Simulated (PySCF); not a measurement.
**C₃H₅ClN₂Si: runs on many settings**

Aim: see how C₃H₅ClN₂Si (`[SiH3]n1cncc1Cl`) answers to the choice of functional, basis, grid and SCF options, and what happens with inputs that are wrong on purpose.

Programs: PySCF 2.14.0, with density-fitted response routines of our own. Each step states its level of theory. These are calculated values for one molecule in the gas phase, unless marked as measured. Atoms count from 0, in the outputs and in this text.

## 1. The starting structure

12 atoms, charge 0, multiplicity 1; geometry from: GFN2-xTB.

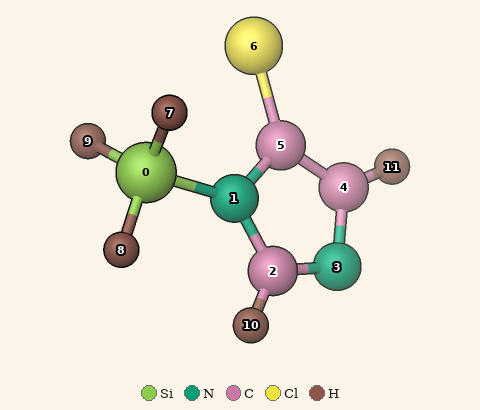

As it starts; silicon green, nitrogen teal, carbon pink, chlorine yellow, hydrogen brown, atoms numbered; sticks join atoms by distance.

## 2. Nuclear shieldings: PBE0/pcSseg-1

What the job is given:

```
{"job": {"kind": "nmr", "xc": "PBE0", "basis": "pcSseg-1"}, "charge": 0, "multiplicity": 1}
Si     1.868193     0.078564     0.157195
N      0.127167    -0.150447     0.039655
C     -0.637485    -1.267615     0.200141
N     -1.905443    -1.047167     0.036890
C     -2.024581     0.280288    -0.249743
C     -0.780853     0.834996    -0.249260
Cl    -0.238288     2.424116    -0.529234
H      2.326879     0.551592    -1.144553
H      2.349270    -1.260588     0.478534
H      2.102329     1.040477     1.229080
H     -0.210031    -2.219893     0.438372
H     -2.975957     0.734989    -0.433104
```

With the program's defaults for keys left out, this is: GIAO PBE0/pcSseg-1 NMR shielding, non-relativistic, gas phase.

The run is started by

```bash
OMP_NUM_THREADS=1 python probes_run.py task.json out
```

One launch serves the whole session: the jobs run in the order shown.

The program printed:

```text
coarse grid: 11736 points
cycle   1  E = -975.8510934689  dE =  1.320e+00  |g| = 4.132e-01  |ddm| = 3.434e+00
cycle   2  E = -975.7686804943  dE =  8.241e-02  |g| = 7.276e-01  |ddm| = 1.155e+00
cycle   3  E = -975.8930205630  dE = -1.243e-01  |g| = 9.318e-02  |ddm| = 7.762e-01
cycle   4  E = -975.8944584195  dE = -1.438e-03  |g| = 4.488e-02  |ddm| = 9.199e-02
cycle   5  E = -975.8948315205  dE = -3.731e-04  |g| = 1.074e-02  |ddm| = 3.368e-02
cycle   6  E = -975.8948551741  dE = -2.365e-05  |g| = 2.320e-03  |ddm| = 1.183e-02
cycle   7  E = -975.8948561802  dE = -1.006e-06  |g| = 9.329e-04  |ddm| = 2.975e-03
final grid: 106144 points
cycle   8  E = -975.9311090587  dE = -2.779e-05  |g| = 6.546e-03  |ddm| = 2.607e-02
cycle   9  E = -975.9311025197  dE =  6.539e-06  |g| = 8.307e-03  |ddm| = 1.428e-02
cycle  10  E = -975.9311185584  dE = -1.604e-05  |g| = 1.103e-03  |ddm| = 8.225e-03
cycle  11  E = -975.9311187731  dE = -2.147e-07  |g| = 3.674e-04  |ddm| = 1.060e-03
cycle  12  E = -975.9311188012  dE = -2.809e-08  |g| = 9.653e-05  |ddm| = 3.191e-04
cycle  13  E = -975.9311188028  dE = -1.639e-09  |g| = 4.012e-05  |ddm| = 9.809e-05
cycle  14  E = -975.9311188032  dE = -3.256e-10  |g| = 1.419e-05  |ddm| = 4.618e-05
converged SCF energy = -975.9311188032

GIAO shielding tensors (ppm)
atom      isotropic    diamagn.    paramagn.     s11        s22        s33       span
  0 Si     406.871     880.208    -473.337    387.411    391.660    441.542     54.131
  1 N       85.082     332.075    -246.993    -12.060     94.289    173.017    185.077
  2 C       44.724     250.524    -205.800    -29.900     58.129    105.942    135.842
  3 N      -47.576     332.374    -379.951   -273.087   -107.103    237.460    510.547
  4 C       52.902     253.133    -200.231    -18.965     54.195    123.478    142.443
  5 C       58.342     252.875    -194.533    -17.419     90.683    101.763    119.183
  6 Cl     809.461    1146.865    -337.404    613.373    816.603    998.407    385.034
  7 H       26.669      28.908      -2.239     22.688     25.636     31.681      8.993
  8 H       26.834      29.481      -2.647     22.787     25.957     31.758      8.971
  9 H       26.671      28.909      -2.238     22.694     25.627     31.692      8.997
 10 H       24.494      30.663      -6.168     20.132     25.183     28.167      8.035
 11 H       24.460      31.008      -6.549     21.183     23.949     28.246      7.064
```

It took 37 s on 1 thread of Arm Neoverse N1, shared host; peak memory 0.72 GiB.

Shifts follow as δ = σ(reference) − σ, with reference shieldings (ppm) from runs at the same level and on the same kind of geometry: 1H TMS 31.72, 13C TMS 186.9, 29Si TMS 349.2, 15N NH3 267.7, 35Cl HCl 950. The references are single molecules in the gas phase, so shifts against H2O, NH3, PH3, H3PO4 or CFCl3 are not on the usual liquid scales and can be off by tens of ppm. Atoms listed in one row are averaged.

```csv
atoms,environment,σ (ppm),δ (ppm),δ scaled to CDCl3
C2,aromatic CH between two ring heteroatoms,44.7,142.2,136.9
C4,aromatic CH next to a ring nitrogen,52.9,134.0,128.9
C5,aromatic carbon bearing chlorine,58.3,128.6,123.6
H11,hydrogen on an aromatic CH next to a ring nitrogen,24.46,7.26,6.95
H10,hydrogen on an aromatic CH between two ring heteroatoms,24.49,7.22,6.91
"H7, H8, H9",hydrogen on a silicon bonded to N,26.72,4.99,–
Si0,"silicon bonded to N, 3 H",406.9,-57.7,–
N3,pyridine-type nitrogen of an azole,-47.6,315.3,–
N1,pyrrole-type ring nitrogen,85.1,182.6,–
Cl6,chlorine bonded to C,809,140,–
```

The scaled column applies a straight-line fit of computed shieldings to shifts measured in CDCl3, with any fitted terms for Cl, Br or S neighbours (root-mean-square error 0.16 ppm for H, 1.9 ppm for C).

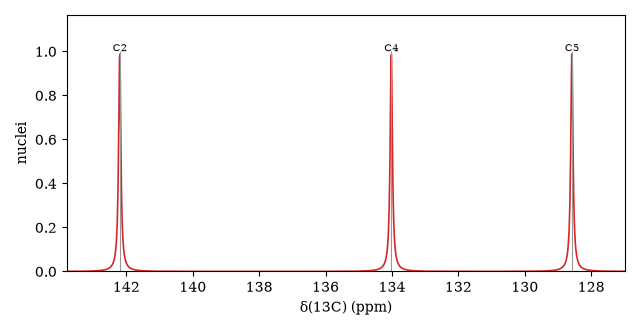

13C lines at the computed shifts, without couplings. Lines are broadened to a width of 0.08 ppm (Lorentzian).

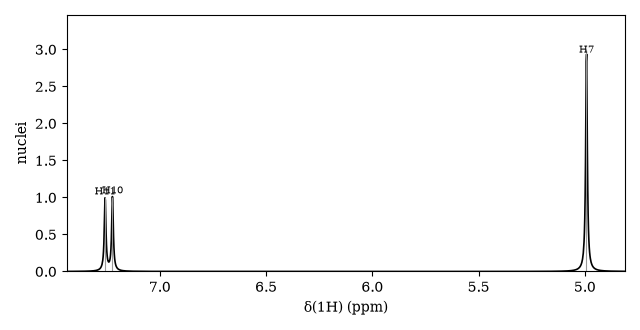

1H lines at the computed shifts, without couplings. Lines are broadened to a width of 0.01 ppm (Lorentzian).

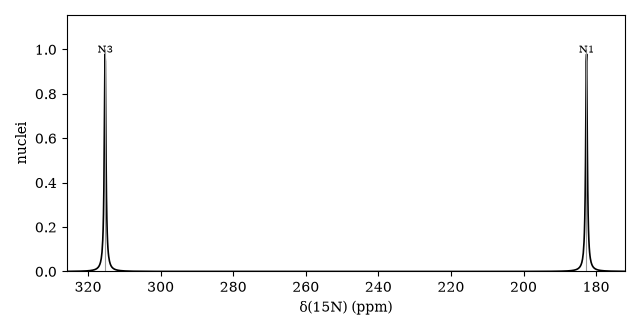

15N lines at the computed shifts, without couplings. Lines are broadened to a width of 0.53 ppm (Lorentzian).

The run also stored atomic charges by several schemes (e):

```csv
atoms,Mulliken,IAO,Hirshfeld,ESP fit
Si0,0.66,0.74,0.37,0.45
N1,-0.70,-0.37,-0.11,-0.03
C2,0.32,0.04,0.04,0.22
N3,-0.39,-0.31,-0.20,-0.58
C4,0.07,-0.11,-0.05,0.27
C5,0.15,-0.01,0.02,-0.27
Cl6,-0.08,0.01,0.01,-0.01
```

IAO charges:

```csv
atom,value (e)
Si0,0.74
N1,-0.37
C2,0.04
N3,-0.31
C4,-0.11
C5,-0.01
Cl6,0.01
H7,-0.11
H8,-0.11
H9,-0.11
H10,0.17
H11,0.17
```

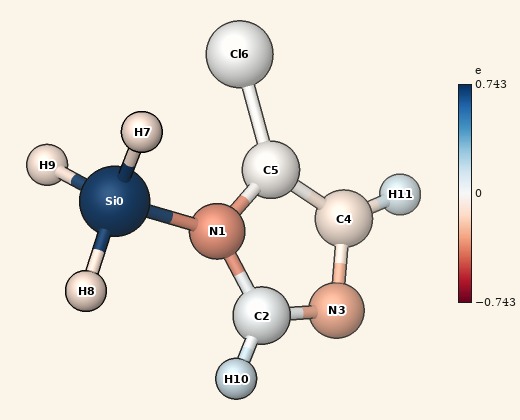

IAO charges, as colours on the atoms.

Mayer bond orders: Si0–N1 0.78, N1–C2 1.14, C2–N3 1.65, N3–C4 1.32, C4–C5 1.50, C5–Cl6 1.02, C5–N1 1.08.

Ring of atoms N1, C2, N3, C4, C5: NICS(0) -12.3, NICS(1) -10.6, NICS(1)zz -27.8 ppm (means of both faces).

The fields below are evaluated on a grid from the run's orbitals.

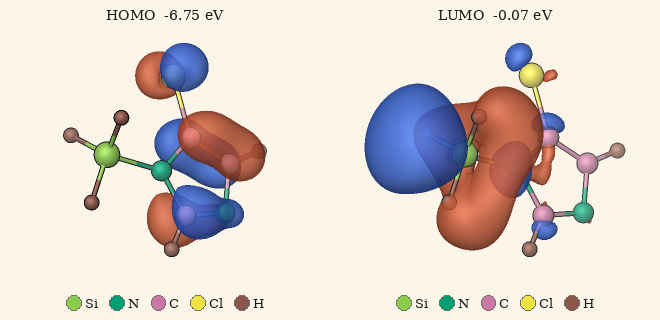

Frontier orbitals at PBE0/pcSseg-1; each surface holds 70 % of the orbital's density, blue and red mark the sign.

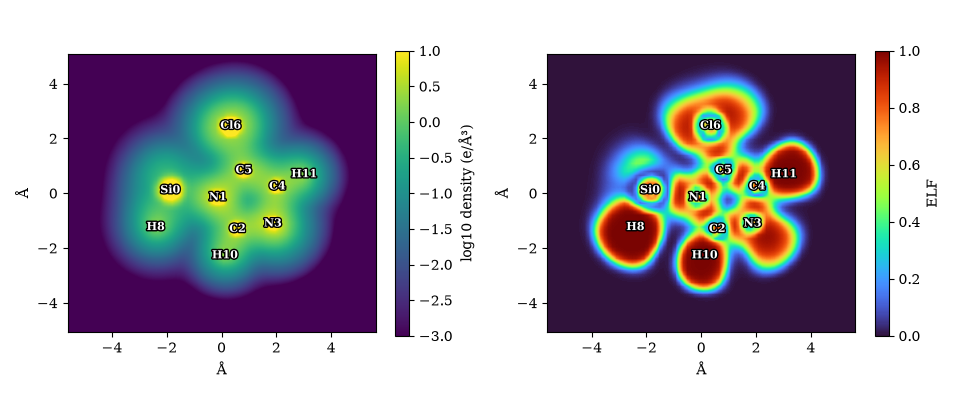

Density (left) and ELF (right) in a plane through or near 10 of the atoms.

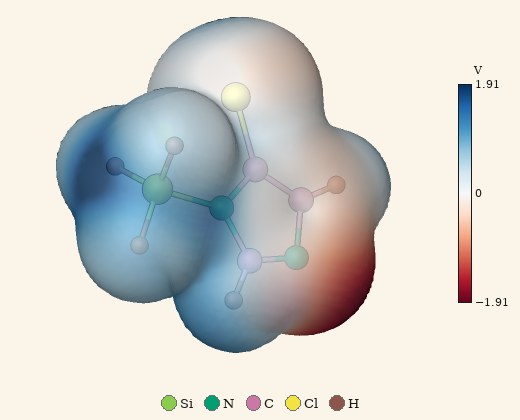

The potential that a unit positive charge feels on the 0.002 e/bohr³ surface, from -1.91 V near N3 to 1.81 V near Si0.

## 3. Excited states and response: PBE0/def2-SVPD

Settings changed since step 2:

```diff
@@ -1,2 +1,2 @@
-{"job": {"kind": "nmr", "xc": "PBE0", "basis": "pcSseg-1"}, "charge": 0, "multiplicity": 1}
+{"job": {"kind": "uv", "xc": "PBE0", "basis": "def2-SVPD", "nstates": 6, "ntriplets": 2}, "charge": 0, "multiplicity": 1}
 Si     1.868193     0.078564     0.157195
```

Method: TDDFT PBE0/def2-SVPD, vertical, gas phase, core orbitals frozen in the response.

The program printed:

```text
coarse grid: 11736 points
cycle   1  E = -975.4617459399  dE =  1.263e+00  |g| = 3.962e-01  |ddm| = 5.906e+00
cycle   2  E = -975.3782313524  dE =  8.351e-02  |g| = 7.160e-01  |ddm| = 2.391e+00
cycle   3  E = -975.5022093243  dE = -1.240e-01  |g| = 8.624e-02  |ddm| = 1.555e+00
cycle   4  E = -975.5034632048  dE = -1.254e-03  |g| = 4.487e-02  |ddm| = 1.538e-01
cycle   5  E = -975.5038622013  dE = -3.990e-04  |g| = 9.395e-03  |ddm| = 5.757e-02
cycle   6  E = -975.5038824627  dE = -2.026e-05  |g| = 2.221e-03  |ddm| = 2.397e-02
cycle   7  E = -975.5038836402  dE = -1.178e-06  |g| = 8.179e-04  |ddm| = 6.322e-03
final grid: 106144 points
cycle   8  E = -975.6099880358  dE = -2.150e-05  |g| = 5.824e-03  |ddm| = 7.780e-02
cycle   9  E = -975.6099812242  dE =  6.812e-06  |g| = 7.945e-03  |ddm| = 2.822e-02
cycle  10  E = -975.6099966366  dE = -1.541e-05  |g| = 8.383e-04  |ddm| = 1.603e-02
cycle  11  E = -975.6099967900  dE = -1.534e-07  |g| = 2.769e-04  |ddm| = 1.568e-03
cycle  12  E = -975.6099968055  dE = -1.543e-08  |g| = 9.394e-05  |ddm| = 5.266e-04
cycle  13  E = -975.6099968072  dE = -1.721e-09  |g| = 3.637e-05  |ddm| = 1.703e-04
cycle  14  E = -975.6099968075  dE = -2.995e-10  |g| = 1.315e-05  |ddm| = 7.377e-05
converged SCF energy = -975.6099968075

Static polarisability (au): isotropic 84.191, principal 59.146 94.219 99.208

Singlet excitations
state   eV       nm        f      main configurations
  1   5.5577    223.1   0.00091   H->L 0.97
  2   5.9484    208.4   0.00057   H->L+2 0.82, H->L+3 0.09
  3   6.1412    201.9   0.15022   H->L+1 0.95
  4   6.3779    194.4   0.00118   H-1->L+1 0.95
  5   6.4865    191.1   0.00002   H->L+3 0.86, H->L+2 0.10
  6   6.5631    188.9   0.01867   H->L+4 0.88, H-2->L+1 0.10

Triplet excitations (Tamm-Dancoff, eV): 4.2694 5.4073
```

Wall time 47 s (1 thread of Arm Neoverse N1, shared host); peak memory 0.8 GiB.

The orbitals next to the gap, with their largest atomic shares:

```csv
orbital,eV,atoms
HOMO−3,-9.75,"Cl6 70 %, C5 7 %, Si0 6 %"
HOMO−2,-8.47,"N1 31 %, N3 28 %, C4 13 %"
HOMO−1,-8.00,"N3 64 %, C4 10 %, C2 9 %"
HOMO,-6.77,"C5 24 %, C4 20 %, C2 19 %"
LUMO,-0.16,"Si0 44 %, H8 12 %, H9 11 %"
LUMO+1,0.06,"C2 19 %, N1 18 %, C5 18 %"
LUMO+2,0.31,"Si0 37 %, Cl6 24 %, H7 8 %"
```

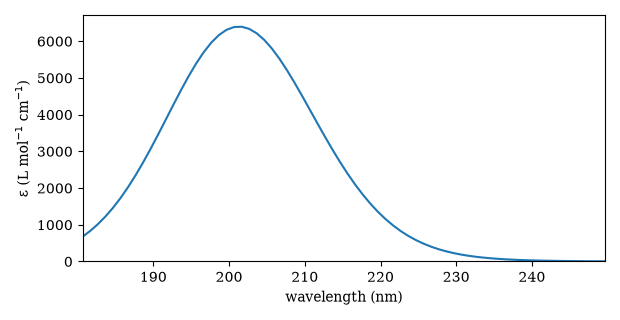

Absorption spectrum: each of the 6 states is a Gaussian band of 0.4 eV half-width at 1/e. Beyond the last state computed it falls off for lack of states.

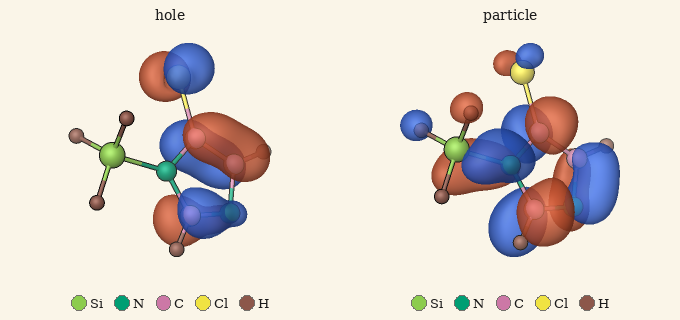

Leading natural transition orbitals of singlet state 3: the electron leaves the hole (left) for the particle orbital (right).

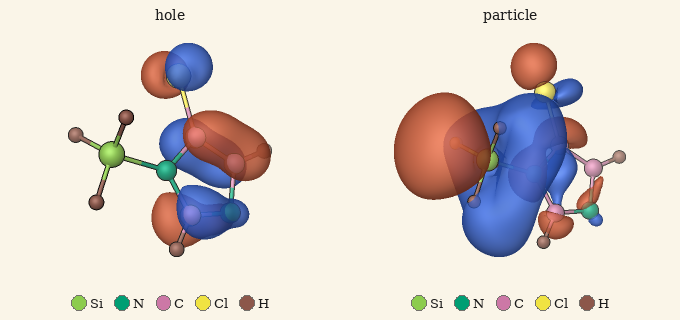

Leading natural transition orbitals of singlet state 1: the electron leaves the hole (left) for the particle orbital (right).

Further results of this job:

```csv
property,computed
dipole moment (D),3.06
polarisability (Å³),12.48
HOMO–LUMO gap (eV),6.61
−ε(HOMO) (eV),6.77
```

(Part 1 of 2 ends here.)
